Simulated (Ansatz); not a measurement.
# CH5SeSi: vertical spin-state energies, by script

Which spin state of CH5SeSi lies lowest at this geometry? Aim: vertical spin-state energies, for CH5SeSi, run from a script.

Program: Ansatz 0.2.0 through its Python package. Level of theory: MP2/def2-SVP. These are calculated values, not measurements.

## Step 1: The structure

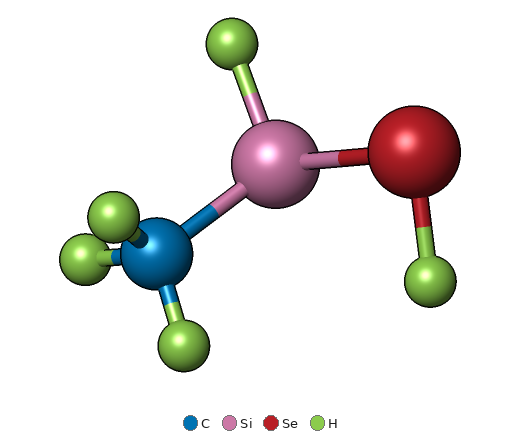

The starting structure, viewed from a chosen angle; carbon blue, silicon pink, selenium red, hydrogen green.

ch5sesi.xyz, read by the script:

```xyz
8

C    -0.62330    0.76580   -0.17770
Si    1.00700   -0.00030   -0.19150
Se    0.81100   -2.09120    0.67940
H    -0.51790    1.84150   -0.62160
H    -1.04790    0.86780    0.83380
H    -1.37260    0.22170   -0.80230
H     1.96550    0.80650    0.62440
H    -0.12970   -2.46890   -0.40040
```

## Step 2: Script

Input file run_spin.py:

```python
"""Gap between spin states of CH5SeSi at one geometry."""

from dataclasses import dataclass

import ansatz as az


@dataclass
class RunConfig:
    basis: str = "def2-SVP"
    level: str = "mp2"


cfg = RunConfig()

geometry = az.Crystal.molecule_from_extxyz("ch5sesi.xyz")

model = (
    geometry.calculation()
    .basis(gaussian=cfg.basis)
    .correlation(cfg.level)
)
found = {}
for unpaired in [1, 3]:
    r = model.spin("collinear", total=unpaired).run(threads=1).report
    s = unpaired / 2
    found[unpaired] = r["free_energy_ev"]
    print(f"2S+1 = {unpaired + 1}: E = {found[unpaired]:.5f} eV, <S^2> = {abs(r['mean_field']['state']['spin_squared']):.3f} (pure state {s * (s + 1):.2f})")
lowest = min(found, key=found.get)
for unpaired, e in found.items():
    print(f"multiplicity {unpaired + 1}: {96.485332 * (e - found[lowest]):.1f} kJ/mol above the lowest")
```

## Step 3: The calls as engine input

The engine receives this input (first run):

```yaml
crystal:
  periodic: [false, false, false]
  atoms:
    - { symbol: C, position_ang: [-0.6233, 0.7658, -0.1777] }
    - { symbol: Si, position_ang: [1.007, -0.0003, -0.1915] }
    - { symbol: Se, position_ang: [0.811, -2.0912, 0.6794] }
    - { symbol: H, position_ang: [-0.5179, 1.8415, -0.6216] }
    - { symbol: H, position_ang: [-1.0479, 0.8678, 0.8338] }
    - { symbol: H, position_ang: [-1.3726, 0.2217, -0.8023] }
    - { symbol: H, position_ang: [1.9655, 0.8065, 0.6244] }
    - { symbol: H, position_ang: [-0.1297, -2.4689, -0.4004] }
basis:
  gaussian:
    orbitals: def2-SVP
magnetization:
  spin_polarized: true
  initial_magnetization: 1.0
correlation:
  method: mp2
```

## Step 4: Launch

Started as:

```bash
python run_spin.py
```

Log:

```text
2S+1 = 2: E = -74276.04163 eV, <S^2> = 0.755 (pure state 0.75)
2S+1 = 4: E = -74270.54427 eV, <S^2> = 3.767 (pure state 3.75)
multiplicity 2: 0.0 kJ/mol above the lowest
multiplicity 4: 530.4 kJ/mol above the lowest
```

Wall time 6.7 s (1 thread of Arm Neoverse V1, shared host); peak memory 0.33 GiB.

## Step 5: What changed from run to run

The engine's inputs for the other runs:

Run 2, against run 1:

```diff
@@ -17 +17 @@
-  initial_magnetization: 1.0
+  initial_magnetization: 3.0
```

Lines on the test bed's own set-up are left out of the output.

## Step 6: The engine's runs

From the records of these 2 runs:

```
run  2S+1  energy from run 1 (eV)  <S²>  iterations in all  CPU time (s)
  1     2                  0.0000  0.75                 13           1.9
  2     4                  5.4974  3.77                 41           4.4
```

## Step 7: Summary of results

| quantity | value |
| --- | --- |
| runs compared | 2 |
| lowest | run 1 (2S+1 = 2) |
| next above it by | 5.497 eV |

What this shows: In order: multiplicity 2 (+0.00 eV) and multiplicity 4 (+5.50 eV), all at the one geometry. Reading the output:
- The geometry is a force-field or estimated start, not a minimum of this method, and the basis set is short of its limit. All parts are taken at fixed geometry, without zero-point energy.
- The species is open-shell (spin multiplicity 2).
